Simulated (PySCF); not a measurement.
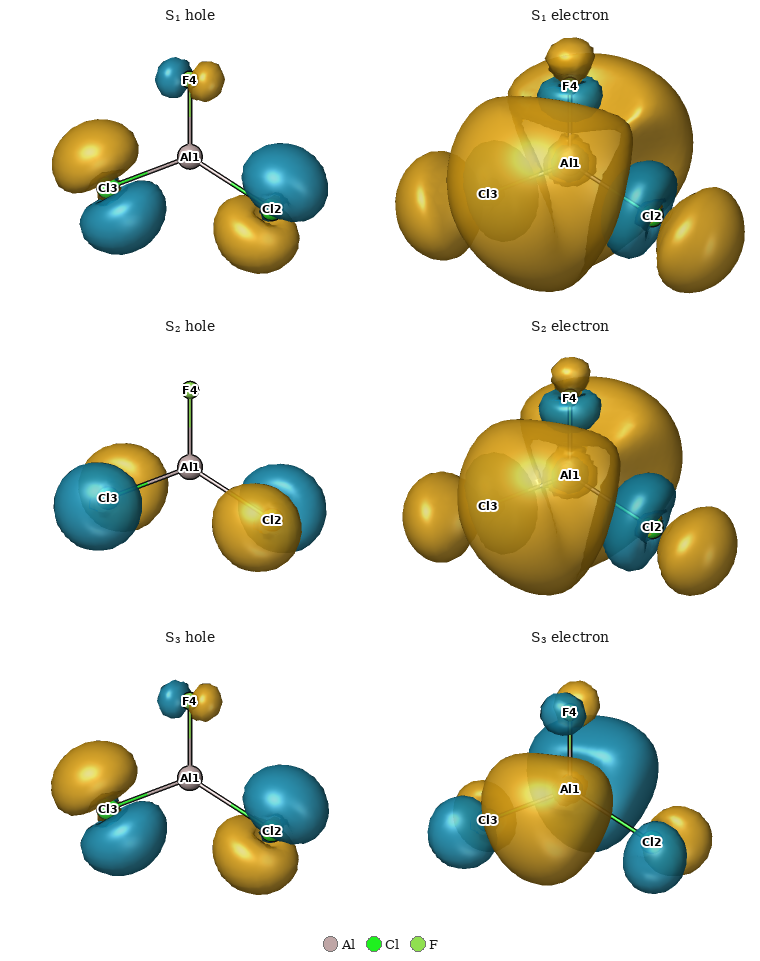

AlCl₂F. Leading natural transition orbitals (TDA singlet states).

Computed with PySCF, ωB97X/def2-SVPD, geometry: GFN2-xTB. No frequency check shows the geometry to be a minimum. GFN2-xTB bond lengths at metals and heavier atoms can be off by up to 0.1 Å and shapes distorted, which carries into these values.

> Give the energy and character of each state.

By state:
- S₁: 7.69 eV (161 nm), f = 0.015, partly diffuse acceptor orbital; the leading pair carries 97 %; hole on Cl2 and Cl3 (44 % each), Al1 (6 %) and F4 (5 %), electron on Al1 (57 %), Cl2 and Cl3 (18 % each) and F4 (7 %) (atom shares of so diffuse an orbital are rough); their centroids lie 0.5 Å apart.
- S₂: 7.91 eV (157 nm), f = 0.000 (dark), partly diffuse acceptor orbital; the leading pair carries 98 %; hole on Cl2 and Cl3 (46 % each) and Al1 (8 %), electron on Al1 (57 %), Cl2 and Cl3 (19 % each) and F4 (6 %) (atom shares of so diffuse an orbital are rough); their centroids lie 0.5 Å apart.
- S₃: 8.05 eV (154 nm), f = 0.000 (dark), n → empty p orbital of Al1; the leading pair carries 98 %; hole on Cl2 and Cl3 (45 % each) and Al1 (6 %), electron on Al1 (63 %), Cl2 and Cl3 (16 % each) and F4 (5 %); their centroids lie 0.5 Å apart.
